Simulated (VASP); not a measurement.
Band structure of Al3Sc (L1_2). Level of theory: r2SCAN meta-GGA, VASP's PBE PAW potentials (set 64) (plane waves; VASP).

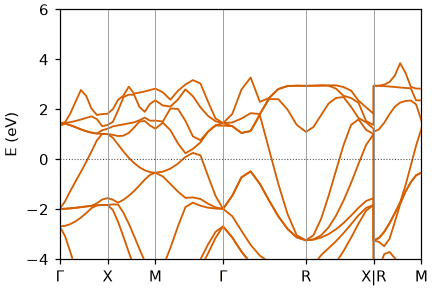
Fig. 1. Bands along high-symmetry lines, zero at the valence-band maximum or, without a gap, the Fermi level

Q: Read the plot: is there a gap, and where are the band edges?

A: It has no gap at this level: it comes out as a metal or semimetal.

The compound is Al3Sc in the L1_2 structure. It was relaxed first.
